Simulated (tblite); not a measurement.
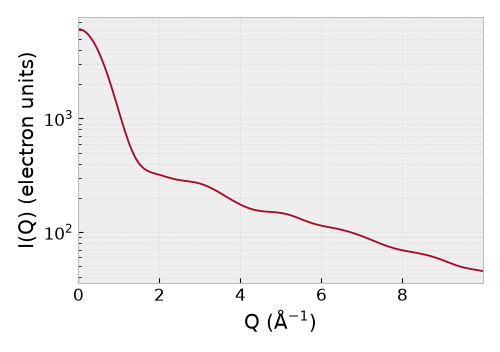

Elastic X-ray scattering of a randomly oriented, rigid molecule, calculated with the Debye equation from neutral-atom form factors (independent atoms, no Compton part, no vibration). The geometry is the end point of an optimisation (tblite, GFN2-xTB geometry optimisation, gas phase); it may be a saddle point or a higher isomer. It contains C, P, Si, O, H.

**How many electrons does the independent-atom model of the molecule hold?**

I(0) is the square of the electron number: I(0) = 6080, so about 78 electrons, the count of C4H9O2PSi.

**What radius of gyration does the initial fall-off give?**

From I(Q) ≈ I(0) exp(−Q²R²/3) at small Q, R ≈ 2.38 Å. It is larger than the electron-weighted radius of the nuclear positions alone (2.25 Å), because each atom's electron cloud adds to it.
